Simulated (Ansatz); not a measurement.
Pressure series in Ag2S

Base system: Ag$_{2}$S (space group Cmcm, No. 63; a cell from a computed database, its experimental status unchecked).

```
Ag2S
1.0
    2.32638    -3.46761     0.00000
    2.32638     3.46761     0.00000
    0.00000     0.00000     7.20919
Ag S
4 2
Cartesian
  0.00000   0.00000   0.00000
  2.32638   0.74025   1.80230
  2.32638  -0.74025   5.40689
  0.00000   0.00000   3.60460
  2.32638   1.89374   5.40689
  2.32638  -1.89374   1.80230
```

Cell and atoms are relaxed at each pressure.

All numbers come from PBEsol, PAW, 420 eV (Ansatz, a first-principles code; no spin-orbit coupling), earlier PAW set.

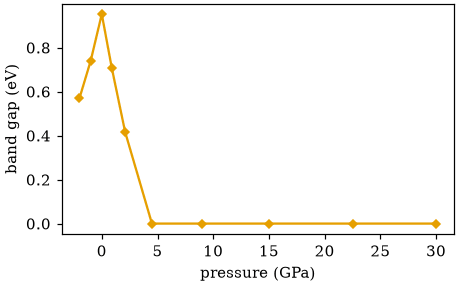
Figure: Band gap against pressure

**Question.** From the plot, what is the band gap for pressure 22.5 GPa?

**Answer.** About 0.00 eV.

**Question.** Is the trend monotonic over the range shown?

**Answer.** No, it turns within the range, spanning zero to 0.95 eV.

The mesh was chosen for an insulator and is coarse for the gapless case. From pressure 9 GPa on, the axis ratios lie over 15 % from the base's, so the cell there is far from its starting form. Load acts through the strain it causes; cell and atoms are relaxed under it. No phonon test of stability was made. Competing high-pressure phases were not computed. The base started in Cm and relaxed to Cmcm at this level. All final runs are without spin polarisation. This is not the structure that Ag2S has at room temperature and ambient pressure. The zero or small gap of Ag2S under pressure 4.5 GPa, Ag2S under pressure 9 GPa, Ag2S under pressure 15 GPa and Ag2S under pressure 22.5 GPa can change with the level of theory.
